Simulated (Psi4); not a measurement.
**Run report: O2, frequency calculation (part 3 of 4)**

Continued. System: O2, multiplicity 3. Method: TPSS/6-31G, UKS (Psi4 1.11). The geometry was optimised with TPSS/6-31G.

Geometry of the input (Å):
```
O  0.5451  -0.1763  0.2807
O  -0.5451  0.1763  -0.2807
```

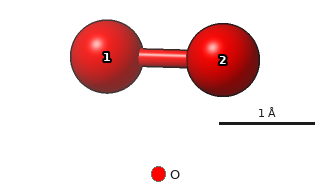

The structure (ball-and-stick view, seen at a tilt; atoms are numbered from 1 in the order of the input).

What the program printed, continued
```
    Final Occupation by Irrep:
             Ag    Bg    Au    Bu
    DOCC [     3,    0,    1,    3 ]
    SOCC [     1,    1,    0,    0 ]
    NA   [     4,    1,    1,    3 ]
    NB   [     3,    0,    1,    3 ]

  @DF-UKS Final Energy:  -150.29868888787431

   => Energetics <=

    Nuclear Repulsion Energy =             26.5435101216173699
    One-Electron Energy =                -258.7218754628331681
    Two-Electron Energy =                  98.8989922909876782
    DFT Exchange-Correlation Energy =     -17.0193158376461966
    Empirical Dispersion Energy =           0.0000000000000000
    VV10 Nonlocal Energy =                  0.0000000000000000
    Total Energy =                       -150.2986888878743059

  UHF NO Occupations:
  HONO-2 :    1 Au 1.9992746
  HONO-1 :    1 Bg 1.0000000
  HONO-0 :    4 Ag 1.0000000
  LUNO+0 :    2 Au 0.0007254
  LUNO+1 :    4 Bu 0.0007254
  LUNO+2 :    5 Bu 0.0005133
  LUNO+3 :    5 Ag 0.0001134

Computation Completed

Properties will be evaluated at   0.000000,   0.000000,   0.000000 [a0]

Properties computed using the SCF density matrix

 Multipole Moments:

 ------------------------------------------------------------------------------------
     Multipole            Electronic (a.u.)      Nuclear  (a.u.)        Total (a.u.)
 ------------------------------------------------------------------------------------

 L = 1.  Multiply by 2.5417464519 to convert [e a0] to [Debye]
 Dipole X            :          0.0000000            0.0000000            0.0000000
 Dipole Y            :          0.0000000            0.0000000            0.0000000
 Dipole Z            :          0.0000000            0.0000000            0.0000000
 Magnitude           :                                                    0.0000000

 ------------------------------------------------------------------------------------

	total time  =          1 seconds =       0.02 minutes

         ------------------------------------------------------------
                                   SCF GRAD
         ------------------------------------------------------------

  ==> Geometry <==

    Molecular point group: c2h
    Full point group: D_inf_h

    Geometry (in Bohr), charge = 0, multiplicity = 3:

       Center              X                  Y                   Z               Mass
    ------------   -----------------  -----------------  -----------------  -----------------
         O            1.205567434378    -0.000884023975     0.000000000000    15.994914619570
         O           -1.205567434378     0.000884023975     0.000000000000    15.994914619570

  Nuclear repulsion =   26.543510121617370

   => Molecular Quadrature <=

    Radial Scheme          =       TREUTLER
    Pruning Scheme         =           NONE
    Nuclear Scheme         =       TREUTLER

    Blocking Scheme        =         OCTREE
    BS radius alpha        =              1
    Pruning alpha          =              1
    Radial Points          =             75
    Spherical Points       =            302
    Total Points           =          41838
    Total Blocks           =            370
    Max Points             =            256
    Max Functions          =             18
    Weights Tolerance      =       1.00E-15

  -Total Gradient:
     Atom            X                  Y                   Z
    ------   -----------------  -----------------  -----------------
       1       -0.000191554558     0.000000140464     0.000000000000
       2        0.000191554558    -0.000000140464     0.000000000000

	total time  =          1 seconds =       0.02 minutes

    Psi4 run time: 0:00:01.46

    -----------------------------------------------------------------------
                               Psi4 1.11 release

    h
    h
    h

    -----------------------------------------------------------------------

    Memory:     1.5 GiB
    Threads:    1
                ecpint, einsums, f̶o̶r̶t̶e̶, gauxc, gcp, g̶d̶m̶a̶, geometric, g̶p̶u̶_̶d̶f̶c̶c̶,
                i̶n̶t̶e̶g̶r̶a̶t̶o̶r̶x̶x̶, i̶p̶i̶, libefp, m̶d̶i̶, m̶p̶2̶d̶, m̶r̶c̶c̶, ooo,
                o̶p̶e̶n̶f̶e̶r̶m̶i̶o̶n̶p̶s̶i̶4̶, pcmsolver, p̶s̶i̶4̶f̶o̶c̶k̶c̶i̶, p̶s̶i̶x̶a̶s̶,
                p̶y̶e̶i̶n̶s̶u̶m̶s̶, r̶e̶s̶p̶, s̶i̶m̶i̶n̶t̶, s̶n̶s̶m̶p̶2̶,
                v̶2̶r̶d̶m̶_̶c̶a̶s̶s̶c̶f̶

gradient() will perform analytic gradient computation.

  ==> Geometry <==

    Molecular point group: c2h
    Full point group: D_inf_h

    Geometry (in Bohr), charge = 0, multiplicity = 3:

       Center              X                  Y                   Z               Mass
    ------------   -----------------  -----------------  -----------------  -----------------
         O            1.205567434378     0.000000000000    -0.000884023975    15.994914619570
         O           -1.205567434378     0.000000000000     0.000884023975    15.994914619570

  Running in c2h symmetry.

  Rotational constants: A = ************  B =      1.29479  C =      1.29479 [cm^-1]
  Rotational constants: A = ************  B =  38816.80291  C =  38816.80291 [MHz]
  Nuclear repulsion =   26.543510121617370

  Charge       = 0
  Multiplicity = 3
  Electrons    = 16
  Nalpha       = 9
  Nbeta        = 7

   => Molecular Quadrature <=

    Radial Scheme          =       TREUTLER
    Pruning Scheme         =           NONE
    Nuclear Scheme         =       TREUTLER

    Blocking Scheme        =         OCTREE
    BS radius alpha        =              1
    Pruning alpha          =              1
    Radial Points          =             75
    Spherical Points       =            302
    Total Points           =          41838
    Total Blocks           =            372
    Max Points             =            256
    Max Functions          =             18
    Weights Tolerance      =       1.00E-15

  ==> Iterations <==

                           Total Energy        Delta E     RMS |[F,P]|

   @DF-UKS iter SAD:  -149.92306928470578   -1.49923e+02   0.00000e+00
   @DF-UKS iter   1:  -150.28375944235981   -3.60690e-01   1.66975e-02 DIIS/ADIIS
   @DF-UKS iter   2:  -150.29384500326123   -1.00856e-02   1.06064e-02 DIIS/ADIIS
   @DF-UKS iter   3:  -150.29848722252007   -4.64222e-03   2.05857e-03 DIIS/ADIIS
   @DF-UKS iter   4:  -150.29868601967601   -1.98797e-04   1.97432e-04 DIIS/ADIIS
   @DF-UKS iter   5:  -150.29868888667497   -2.86700e-06   4.48565e-06 DIIS
   @DF-UKS iter   6:  -150.29868888787351   -1.19854e-09   2.41373e-07 DIIS
   @DF-UKS iter   7:  -150.29868888787863   -5.11591e-12   1.54046e-08 DIIS
   @DF-UKS iter   8:  -150.29868888787865   -2.84217e-14   5.93183e-10 DIIS
  Energy and wave function converged.

  ==> Post-Iterations <==

   Electrons on quadrature grid:
      Nalpha   =    8.9999994760 ; deviation = -5.240e-07
      Nbeta    =    6.9999997776 ; deviation = -2.224e-07
      Ntotal   =   15.9999992536 ; deviation = -7.464e-07

   @Spin Contamination Metric:   4.199142633E-03
   @S^2 Expected:                2.000000000E+00
   @S^2 Observed:                2.004199143E+00
   @S   Expected:                1.000000000E+00
   @S   Observed:                1.000000000E+00

    Orbital Energies [Eh]
    ---------------------

    Alpha Occupied:

       1Bu   -19.063624     1Ag   -19.063455     2Ag    -1.207299
       2Bu    -0.785741     3Bu    -0.485094     1Au    -0.485094
       3Ag    -0.480452     4Ag    -0.272745     1Bg    -0.272745

    Alpha Virtual:

       4Bu     0.059998     5Bu     0.748582     2Au     0.748582
       6Bu     0.761851     5Ag     0.843627     6Ag     0.868026
       2Bg     0.868026     7Ag     0.993195     7Bu     1.359735

    Beta Occupied:

       1Bu   -19.034420     1Ag   -19.034290     2Ag    -1.154751
       2Bu    -0.713515     3Ag    -0.449450     3Bu    -0.405013
       1Au    -0.405013

    Beta Virtual:

       4Ag    -0.176052     1Bg    -0.176052     4Bu     0.101648
       5Bu     0.784144     6Bu     0.806440     2Au     0.806440
       5Ag     0.876845     6Ag     0.924842     2Bg     0.924842
       7Ag     1.019042     7Bu     1.405058

    Final Occupation by Irrep:
             Ag    Bg    Au    Bu
    DOCC [     3,    0,    1,    3 ]
    SOCC [     1,    1,    0,    0 ]
    NA   [     4,    1,    1,    3 ]
    NB   [     3,    0,    1,    3 ]

  @DF-UKS Final Energy:  -150.29868888787865

   => Energetics <=

    Nuclear Repulsion Energy =             26.5435101216173699
    One-Electron Energy =                -258.7218754628519832
    Two-Electron Energy =                  98.8989922910050439
    DFT Exchange-Correlation Energy =     -17.0193158376490885
    Empirical Dispersion Energy =           0.0000000000000000
    VV10 Nonlocal Energy =                  0.0000000000000000
    Total Energy =                       -150.2986888878786544

  UHF NO Occupations:
  HONO-2 :    1 Au 1.9992746
  HONO-1 :    1 Bg 1.0000000
  HONO-0 :    4 Ag 1.0000000
  LUNO+0 :    4 Bu 0.0007254
  LUNO+1 :    2 Au 0.0007254
  LUNO+2 :    5 Bu 0.0005133
  LUNO+3 :    5 Ag 0.0001134

Computation Completed

Properties will be evaluated at   0.000000,   0.000000,   0.000000 [a0]

Properties computed using the SCF density matrix

 Multipole Moments:

 ------------------------------------------------------------------------------------
     Multipole            Electronic (a.u.)      Nuclear  (a.u.)        Total (a.u.)
 ------------------------------------------------------------------------------------

 L = 1.  Multiply by 2.5417464519 to convert [e a0] to [Debye]
 Dipole X            :          0.0000000            0.0000000            0.0000000
 Dipole Y            :          0.0000000            0.0000000            0.0000000
 Dipole Z            :          0.0000000            0.0000000            0.0000000
 Magnitude           :                                                    0.0000000

 ------------------------------------------------------------------------------------

	total time  =          1 seconds =       0.02 minutes

         ------------------------------------------------------------
                                   SCF GRAD
         ------------------------------------------------------------

  ==> Geometry <==

    Molecular point group: c2h
    Full point group: D_inf_h

    Geometry (in Bohr), charge = 0, multiplicity = 3:

       Center              X                  Y                   Z               Mass
    ------------   -----------------  -----------------  -----------------  -----------------
         O            1.205567434378     0.000000000000    -0.000884023975    15.994914619570
         O           -1.205567434378     0.000000000000     0.000884023975    15.994914619570

  Nuclear repulsion =   26.543510121617370

   => Molecular Quadrature <=

    Radial Scheme          =       TREUTLER
    Pruning Scheme         =           NONE
    Nuclear Scheme         =       TREUTLER

    Blocking Scheme        =         OCTREE
    BS radius alpha        =              1
    Pruning alpha          =              1
    Radial Points          =             75
    Spherical Points       =            302
    Total Points           =          41838
    Total Blocks           =            372
    Max Points             =            256
    Max Functions          =             18
    Weights Tolerance      =       1.00E-15

  -Total Gradient:
     Atom            X                  Y                   Z
    ------   -----------------  -----------------  -----------------
       1       -0.000191554367     0.000000000000     0.000000140464
       2        0.000191554367     0.000000000000    -0.000000140464

	total time  =          0 seconds =       0.00 minutes

    Psi4 run time: 0:00:01.45

  //>>>>>>>>>>>>>>>>>>>>>>>>>>>>>>>>>>>//
  //      FiniteDifference Results     //
  //<<<<<<<<<<<<<<<<<<<<<<<<<<<<<<<<<<<//

  Computing second-derivative from gradients using projected,
  symmetry-adapted, cartesian coordinates.

  5 gradients passed in, including the reference geometry.
  Generating complete list of displacements from unique ones.

    Operation 3 takes plus displacements of irrep B1g to minus ones.
    Operation 2 takes plus displacements of irrep B2g to minus ones.

-------------------------------------------------------------

  ==> Harmonic Vibrational Analysis <==

  non-mass-weighted Hessian:       Symmetric? True   Hermitian? True   Lin Dep Dim?  3 (0)
  projection of translations (True) and rotations (True) removed 5 degrees of freedom (5)
  total projector:                 Symmetric? True   Hermitian? True   Lin Dep Dim?  5 (5)
  mass-weighted Hessian:           Symmetric? True   Hermitian? True   Lin Dep Dim?  3 (0)
  pre-proj  low-frequency mode:    0.0000i [cm^-1]
  pre-proj  low-frequency mode:    0.0000i [cm^-1]
  pre-proj  low-frequency mode:    0.0000  [cm^-1]
  pre-proj  low-frequency mode:    0.0000  [cm^-1]
  pre-proj  low-frequency mode:    0.0000  [cm^-1]
  pre-proj  all modes:['16.2018i' '16.2018i' '0.0000' '0.0000' '0.0000' '1341.4231']
  projected mass-weighted Hessian: Symmetric? True   Hermitian? True   Lin Dep Dim?  5 (5)
  post-proj low-frequency mode:    0.0000i [cm^-1] (TR)
  post-proj low-frequency mode:    0.0000i [cm^-1] (TR)
  post-proj low-frequency mode:    0.0000  [cm^-1] (TR)
  post-proj low-frequency mode:    0.0000  [cm^-1] (TR)
  post-proj low-frequency mode:    0.0000  [cm^-1] (TR)
  post-proj  all modes:['0.0000i' '0.0000i' '0.0000' '0.0000' '0.0000' '1341.4231']

  Vibration                       6
  Freq [cm^-1]                1341.4231
  Irrep                           Ag
  Reduced mass [u]             15.9949
  Force const [mDyne/A]        16.9576
  Turning point v=0 [a0]        0.0749
  RMS dev v=0 [a0 u^1/2]        0.2118
  IR activ [km/mol]             0.0000
  Char temp [K]               1930.0092
  ----------------------------------------------------------------------------------
      1   O                0.71  0.00  0.00
      2   O               -0.71 -0.00  0.00

  ==> Thermochemistry Components <==

  Entropy, S
    Electronic S                             2.183 [cal/(mol K)]        9.134 [J/(mol K)]       0.00347910 [mEh/K] (multiplicity = 3)
    Translational S                         39.795 [cal/(mol K)]      166.502 [J/(mol K)]       0.06341722 [mEh/K] (mol. weight = 31.9898 [u], P = 101325.00 [Pa])
    Rotational S                            12.085 [cal/(mol K)]       50.566 [J/(mol K)]       0.01925940 [mEh/K] (symmetry no. = 2)
    Vibrational S                            0.348 [cal/(mol K)]        1.457 [J/(mol K)]       0.00055498 [mEh/K]
  Total S                                   54.412 [cal/(mol K)]      227.659 [J/(mol K)]       0.08671069 [mEh/K]
  Correction S                               0.000 [cal/(mol K)]        0.000 [J/(mol K)]       0.00000000 [mEh/K]

  Constant volume heat capacity, Cv
    Electronic Cv                            0.000 [cal/(mol K)]        0.000 [J/(mol K)]       0.00000000 [mEh/K]
    Translational Cv                         2.981 [cal/(mol K)]       12.472 [J/(mol K)]       0.00475022 [mEh/K]
    Rotational Cv                            1.987 [cal/(mol K)]        8.314 [J/(mol K)]       0.00316681 [mEh/K]
    Vibrational Cv                           0.895 [cal/(mol K)]        3.743 [J/(mol K)]       0.00142557 [mEh/K]
  Total Cv                                   5.863 [cal/(mol K)]       24.529 [J/(mol K)]       0.00934259 [mEh/K]
  Correction Cv                              0.000 [cal/(mol K)]        0.000 [J/(mol K)]       0.00000000 [mEh/K]

  Constant pressure heat capacity, Cp
    Electronic Cp                            0.000 [cal/(mol K)]        0.000 [J/(mol K)]       0.00000000 [mEh/K]
    Translational Cp                         4.968 [cal/(mol K)]       20.786 [J/(mol K)]       0.00791703 [mEh/K]
    Rotational Cp                            1.987 [cal/(mol K)]        8.314 [J/(mol K)]       0.00316681 [mEh/K]
    Vibrational Cp                           0.895 [cal/(mol K)]        3.743 [J/(mol K)]       0.00142557 [mEh/K]
  Total Cp                                   7.850 [cal/(mol K)]       32.843 [J/(mol K)]       0.01250941 [mEh/K]
  Correction Cp                              0.000 [cal/(mol K)]        0.000 [J/(mol K)]       0.00000000 [mEh/K]

  ==> Thermochemistry Energy Analysis <==

  Raw electronic energy, E_e
  Total E_e, Electronic energy at well bottom                                          -150.29868889 [Eh]

  Zero-point vibrational energy, ZPVE = Sum_i omega_i / 2,  E_0 = E_e + ZPVE
    Vibrational ZPVE                         1.918 [kcal/mol]        8.023 [kJ/mol]       0.00305599 [Eh]         670.712 [cm^-1]
  Correction ZPVE to E_e                     1.918 [kcal/mol]        8.023 [kJ/mol]       0.00305599 [Eh]         670.712 [cm^-1]
  Total E_0, Enthalpy at 0 [K]                                                         -150.29563290 [Eh]
  *** Absolute enthalpy, not an enthalpy of formation ***
```
